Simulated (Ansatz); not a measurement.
# SiBrCl3 (bromotrichlorosilane): HF/STO-3G

Aim: the electronic atomisation energy of SiBrCl3 (bromotrichlorosilane) at HF/STO-3G, from 4 runs. 

Program for the calculation: Ansatz 0.2.0.

55 further runs of the same task are left out: 12 that didn't finish, 43 set aside as unsound or not needed.

### 1 Starting point

SiBrCl3 has 5 atoms, charge 0, and is taken as a singlet. SMILES: `Cl[Si](Cl)(Cl)Br`. Geometry: relaxed at PBE0-D4/def2-TZVP.

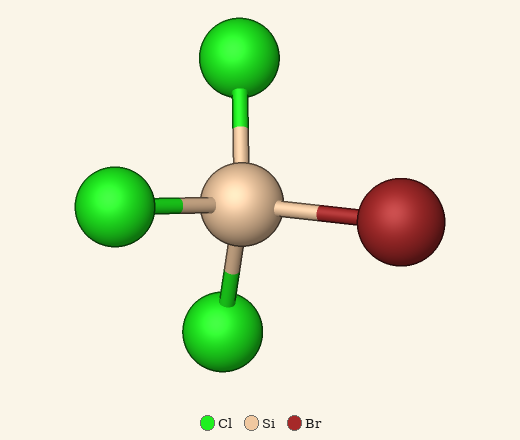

The structure, seen from a chosen angle (chlorine green, silicon light orange, bromine red).

### 2 A single-point energy at HF/STO-3G

Input file run.yaml:

```yaml
crystal:
  periodic: [false, false, false]
  atoms:
    - {symbol: Cl, position_ang: [-0.852900, -0.217700, 1.821600]}
    - {symbol: Si, position_ang: [0.003400, -0.042600, -0.003200]}
    - {symbol: Cl, position_ang: [1.690500, -1.158200, -0.059200]}
    - {symbol: Cl, position_ang: [-1.285700, -0.709700, -1.412800]}
    - {symbol: Br, position_ang: [0.494400, 2.054400, -0.387900]}
basis:
  gaussian:
    orbitals: STO-3G
output: {orbitals: {seedname: orbitals}}
accuracy: high
hamiltonian:
  xc: hf
```

On the command line:

```bash
ansatz run run.yaml --threads 1 --pin off --max-ram 3480MiB --events-out events.jsonl --progress --plain --runs-dir runs
```

Output:

```text
Warning: RAYON_NUM_THREADS=1 ignored (pool sized by the plan → 1); use --threads N
Functional definition: HF
  name "HF"
  exchange = exact_x
  correlation = 0
978 factors; integrals over basis functions are off by at most 6.1e-9 eV
mean field evaluation 1: about -114125.6208 eV, gradient 3.1e1 eV
mean field evaluation 2: about -114125.6866 eV, gradient 3.1e1 eV
mean field evaluation 4: about -114130.2571 eV, gradient 7.4e-1 eV
mean field evaluation 8: about -114130.2607 eV, gradient 2.9e-6 eV
mean field -114130.26067891 eV, -4194.2097196809 hartree, gradient 6.1e-8 eV, S^2 0.000000; 0 other end points of the search recorded, 0 dependent functions left out
reference -114130.26067891 eV, -4194.2097196809 hartree; 50, 50 occupied and 4, 4 virtual orbitals, 978 factors
Total energy: -114130.26067891 eV, -4194.2097196809 hartree
```

Run time: 1.1 s. Hardware: 1 thread of Arm Neoverse V2, shared host; peak memory 0.14 GiB.

### 3 The Br atom, same level

Input file in.yaml:

```yaml
crystal:
  periodic: [false, false, false]
  atoms:
    - symbol: Br
      position_ang: [0.000000, 0.000000, 0.000000]
basis:
  gaussian:
    orbitals: STO-3G
magnetization:
  spin_polarized: true
  initial_magnetization: 1
hamiltonian:
  xc: hf
accuracy: high
```

On the command line:

```bash
ansatz run in.yaml --threads 1 --pin off --max-ram 3480MiB --events-out events.jsonl --progress --plain --runs-dir runs
```

Output:

```text
Warning: RAYON_NUM_THREADS=1 ignored (pool sized by the plan → 1); use --threads N
Functional definition: HF
  name "HF"
  exchange = exact_x
  correlation = 0
139 factors; integrals over basis functions are off by at most 4.2e-9 eV
mean field evaluation 1: about -69243.0819 eV, gradient 6.1e-1 eV
mean field evaluation 2: about -69243.0938 eV, gradient 6.1e-1 eV
mean field evaluation 4: about -69243.0943 eV, gradient 2.2e-6 eV
mean field evaluation 8: about -69243.0943 eV, gradient 6.7e-2 eV
mean field evaluation 16: about -69243.0943 eV, gradient 5.0e-5 eV
mean field -69243.09430889 eV, -2544.6367811967 hartree, gradient 3.2e-10 eV, S^2 0.750000; 0 other end points of the search recorded, 0 dependent functions left out
reference -69243.09430889 eV, -2544.6367811967 hartree; 18, 17 occupied and 0, 1 virtual orbitals, 139 factors
Total energy: -69243.09430889 eV, -2544.6367811967 hartree
```

Run time: 0.08 s. Hardware: 1 thread of Arm Neoverse V2, shared host.

### 4 The Cl atom

Input file in.yaml:

```yaml
crystal:
  periodic: [false, false, false]
  atoms:
    - {symbol: Cl, position_ang: [0.000000, 0.000000, 0.000000]}
basis:
  gaussian: {orbitals: STO-3G}
magnetization: {spin_polarized: true, initial_magnetization: 1}
hamiltonian: {xc: hf}
accuracy: high
```

Run the same way, it converges to -454.54219 Eh (log not shown).

### 5 The Si atom

Input file input.yaml:

```yaml
crystal:
  periodic: [false, false, false]
  atoms:
    - {symbol: Si, position_ang: [0.000000, 0.000000, 0.000000]}
basis:
  gaussian:
    orbitals: STO-3G
magnetization:
  spin_polarized: true
  initial_magnetization: 2
accuracy: high
hamiltonian:
  xc: hf
```

Run the same way, it converges to -285.46622 Eh (log not shown).

### 6 What came out

At HF/STO-3G:

```
                     quantity           value
       molecule: total energy  -4194.20972 Eh
        molecule: HOMO energy       -10.28 eV
        molecule: LUMO energy         5.20 eV
      molecule: HOMO–LUMO gap        15.48 eV
        Br atom: total energy  -2544.63678 Eh
                Br atom: ⟨S²⟩           0.750
        Cl atom: total energy   -454.54219 Eh
                Cl atom: ⟨S²⟩           0.750
        Si atom: total energy   -285.46622 Eh
                Si atom: ⟨S²⟩           2.000
electronic atomisation energy       13.065 eV
```

What this shows: Taking the molecule apart into free atoms costs 13.07 eV (301 kcal/mol), before zero-point energy and without spin-orbit coupling. Hartree–Fock lacks the correlation of the bonding pairs, which as a rule makes this value much too low; in minimal bases other errors can mask that. In a minimal basis such a difference can be off by several eV, whatever the method.
